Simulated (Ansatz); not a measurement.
## Single-point calculation of C₂H₄AlBO

System: C₂H₄AlBO, multiplicity 5, SMILES BC#C[O][AlH2].
Method: UKS rPW86-PBE/def2-TZVP (Ansatz 0.2.0).

Some settings of this run were made unusual or wrong on purpose. The geometry comes from this level: PBE0-D4/def2-TZVP.

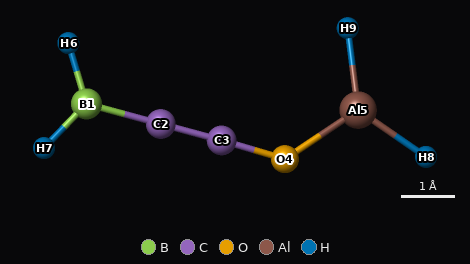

The structure (ball-and-stick view, seen at an oblique angle; atoms are numbered from 1 in the order of the input). Sticks mark near contacts.

**Input file**
```yaml
crystal:
  periodic: [false, false, false]
  atoms:
    - {symbol: B, position_ang: [-2.047032, 1.541565, 0.601884]}
    - {symbol: C, position_ang: [-0.844064, 0.868553, 0.048711]}
    - {symbol: C, position_ang: [0.141130, 0.316304, -0.403795]}
    - {symbol: O, position_ang: [1.174177, -0.240380, -0.897780]}
    - {symbol: Al, position_ang: [2.018705, -1.689035, -0.443347]}
    - {symbol: H, position_ang: [-2.641488, 1.059922, 1.522871]}
    - {symbol: H, position_ang: [-2.433232, 2.573068, 0.133160]}
    - {symbol: H, position_ang: [3.250841, -1.983583, -1.368409]}
    - {symbol: H, position_ang: [1.469463, -2.492714, 0.789606]}
basis:
  gaussian: {orbitals: def2-TZVP}
magnetization: {spin_polarized: true, initial_magnetization: 4}
hamiltonian: {xc: {name: rPW86-PBE}}
```

Machine: 2 threads of Arm Neoverse V1, 23 GiB of memory available, shared host.

Command:
```bash
ansatz run in.yaml --threads 2 --pin off --events-out ev --progress --plain --max-ram 4352MiB
```

**Output**
```
Functional definition: rPW86-PBE
  name "rPW86-PBE"
  cite "Murray, Lee & Langreth, J. Chem. Theory Comput. 5, 2754 (2009) doi:10.1021/ct900365q"
  cite "Perdew, Burke & Ernzerhof, Phys. Rev. Lett. 77, 3865 (1996) doi:10.1103/PhysRevLett.77.3865"
  parent pbe
  exchange = rpw86_x
  correlation = pbe_c
1115 factors; their error is unknown
mean field evaluation 1: about -11442.7106 eV, gradient 6.1e1 eV
mean field evaluation 2: about -10877.4498 eV, gradient 2.0e2 eV
mean field evaluation 4: about -11426.9000 eV, gradient 6.2e1 eV
mean field evaluation 8: about -11468.6548 eV, gradient 1.1e1 eV
mean field evaluation 16: about -11470.1662 eV, gradient 1.7e-1 eV
mean field evaluation 32: about -11467.4170 eV, gradient 9.4e0 eV
mean field evaluation 64: about -11467.3959 eV, gradient 3.3e0 eV
mean field evaluation 96: about -11469.7720 eV, gradient 2.1e0 eV
mean field -11470.15635551 eV, -421.5204713137 hartree, gradient 2.3e-5 eV, S^2 6.005166; 6 other end points of the search recorded, 0 dependent functions left out
reference -11470.15650236 eV, -421.5204767105 hartree; 23, 19 occupied and 162, 166 virtual orbitals, 1115 factors
Total energy: -11470.15650236 eV, -421.5204767105 hartree
```

**What the run reported**

| quantity | value |
| --- | --- |
| outcome | converged |
| total energy | −11470.1565 eV |
| ⟨S²⟩ | 6.005 |
| SCF solution under orbital rotations | stable |
| wall time | 43 s (CPU time 84 s) |
| peak memory | 0.58 GiB |

**Diagnosis**

This input holds a deliberate fault: spin. The program still converged, but the numbers can't be taken as results for the intended system.
